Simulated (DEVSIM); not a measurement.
Device: TaN/Al2O3/n-Si capacitor, at 300 K.

```tsv
layer (left to right)	material	thickness (nm)	Nd (cm⁻³)
1	Al2O3	3.20	-
2	Si	6400	8.1e15
```

Metal gate on the left, work function 4.4 eV. Fixed charge at the semiconductor interface 0 cm⁻² (in units of +e); no interface traps.

The device is made up for the run: typed textbook-type constants, with dimensions and the other settings drawn at random. Values at 300 K.

```
parameter      Al2O3       Si
-------------  -----  -------
gap (eV)         6.8    1.124
affinity (eV)   1.35     4.05
permittivity       9     11.7
Nc (cm⁻³)          -  2.86e19
Nv (cm⁻³)          -   3.1e19
```

Simulated with DEVSIM: 1D Poisson equation in equilibrium, Boltzmann statistics, complete ionisation; no quantum confinement or tunnelling. Metal contacts follow the ideal Schottky-Mott rule: no Fermi-level pinning, no interface dipoles.

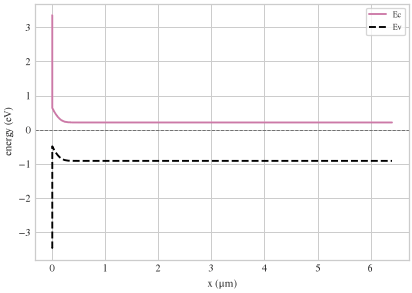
Fig. 1. Band edges at -0.3 V on the gate

Energies count from the Fermi level of the right contact; mesh points crowd at the junctions.

```json
[
 {"x (μm)": "0.000", "Ec (eV)": "3.350", "Ev (eV)": "-3.450", "n (cm⁻³)": "< 1e2", "p (cm⁻³)": "< 1e2", "field (V/cm)": "-41000"},
 {"x (μm)": "0.001013", "Ec (eV)": "3.346", "Ev (eV)": "-3.454", "n (cm⁻³)": "< 1e2", "p (cm⁻³)": "< 1e2", "field (V/cm)": "-41000"},
 {"x (μm)": "0.002211", "Ec (eV)": "3.341", "Ev (eV)": "-3.459", "n (cm⁻³)": "< 1e2", "p (cm⁻³)": "< 1e2", "field (V/cm)": "-41000"},
 {"x (μm)": "0.003200", "Ec (eV)": "0.637", "Ev (eV)": "-0.487", "n (cm⁻³)": "5.7e8", "p (cm⁻³)": "2.0e11", "field (V/cm)": "-35000"},
 {"x (μm)": "0.005358", "Ec (eV)": "0.630", "Ev (eV)": "-0.494", "n (cm⁻³)": "7.4e8", "p (cm⁻³)": "1.6e11", "field (V/cm)": "-31000"},
 {"x (μm)": "0.009523", "Ec (eV)": "0.617", "Ev (eV)": "-0.507", "n (cm⁻³)": "1.2e9", "p (cm⁻³)": "9.5e10", "field (V/cm)": "-31000"},
 {"x (μm)": "0.01835", "Ec (eV)": "0.590", "Ev (eV)": "-0.534", "n (cm⁻³)": "3.5e9", "p (cm⁻³)": "3.4e10", "field (V/cm)": "-30000"},
 {"x (μm)": "0.04869", "Ec (eV)": "0.506", "Ev (eV)": "-0.618", "n (cm⁻³)": "9.1e10", "p (cm⁻³)": "1.3e9", "field (V/cm)": "-26000"},
 {"x (μm)": "0.1073", "Ec (eV)": "0.375", "Ev (eV)": "-0.749", "n (cm⁻³)": "1.4e13", "p (cm⁻³)": "8200000", "field (V/cm)": "-19000"},
 {"x (μm)": "0.2314", "Ec (eV)": "0.236", "Ev (eV)": "-0.888", "n (cm⁻³)": "3.1e15", "p (cm⁻³)": "38000", "field (V/cm)": "-4700"},
 {"x (μm)": "0.5194", "Ec (eV)": "0.211", "Ev (eV)": "-0.913", "n (cm⁻³)": "8.1e15", "p (cm⁻³)": "14000", "field (V/cm)": "-12"},
 {"x (μm)": "1.481", "Ec (eV)": "0.211", "Ev (eV)": "-0.913", "n (cm⁻³)": "8.1e15", "p (cm⁻³)": "14000", "field (V/cm)": "≈ 0"},
 {"x (μm)": "3.203", "Ec (eV)": "0.211", "Ev (eV)": "-0.913", "n (cm⁻³)": "8.1e15", "p (cm⁻³)": "14000", "field (V/cm)": "≈ 0"},
 {"x (μm)": "4.936", "Ec (eV)": "0.211", "Ev (eV)": "-0.913", "n (cm⁻³)": "8.1e15", "p (cm⁻³)": "14000", "field (V/cm)": "≈ 0"},
 {"x (μm)": "5.908", "Ec (eV)": "0.211", "Ev (eV)": "-0.913", "n (cm⁻³)": "8.1e15", "p (cm⁻³)": "14000", "field (V/cm)": "≈ 0"},
 {"x (μm)": "6.177", "Ec (eV)": "0.211", "Ev (eV)": "-0.913", "n (cm⁻³)": "8.1e15", "p (cm⁻³)": "14000", "field (V/cm)": "≈ 0"},
 {"x (μm)": "6.300", "Ec (eV)": "0.211", "Ev (eV)": "-0.913", "n (cm⁻³)": "8.1e15", "p (cm⁻³)": "14000", "field (V/cm)": "≈ 0"},
 {"x (μm)": "6.358", "Ec (eV)": "0.211", "Ev (eV)": "-0.913", "n (cm⁻³)": "8.1e15", "p (cm⁻³)": "14000", "field (V/cm)": "≈ 0"},
 {"x (μm)": "6.388", "Ec (eV)": "0.211", "Ev (eV)": "-0.913", "n (cm⁻³)": "8.1e15", "p (cm⁻³)": "14000", "field (V/cm)": "≈ 0"},
 {"x (μm)": "6.397", "Ec (eV)": "0.211", "Ev (eV)": "-0.913", "n (cm⁻³)": "8.1e15", "p (cm⁻³)": "14000", "field (V/cm)": "≈ 0"},
 {"x (μm)": "6.401", "Ec (eV)": "0.211", "Ev (eV)": "-0.913", "n (cm⁻³)": "8.1e15", "p (cm⁻³)": "14000", "field (V/cm)": "≈ 0"},
 {"x (μm)": "6.403", "Ec (eV)": "0.211", "Ev (eV)": "-0.913", "n (cm⁻³)": "8.1e15", "p (cm⁻³)": "14000", "field (V/cm)": "≈ 0"}
]
```
